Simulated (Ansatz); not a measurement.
Bands of a (7,0) SiC nanotube, along its axis.

Level of theory: PBE (plane waves to 420 eV, PAW; Ansatz, an electronic-structure program). Mesh 1×1×6. No spin polarisation. Isolated but for its images some 11 Å away. A hypothetical model, rolled from the flat sheet. Only distortions within the start's symmetry and period were free.

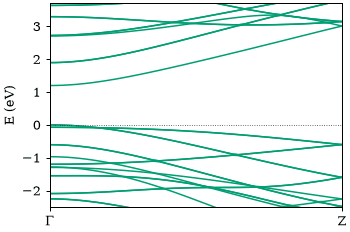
*Bands from the zone centre to the zone edge (period 5.34 Å); the dotted line marks the highest filled level*

Q: Is it a metal or a semiconductor at this level? Give what the bands show.

A: A semiconductor in PBE.
| Quantity | Result |
|---|---|
| PBE gap | 1.20 eV, direct at Γ |
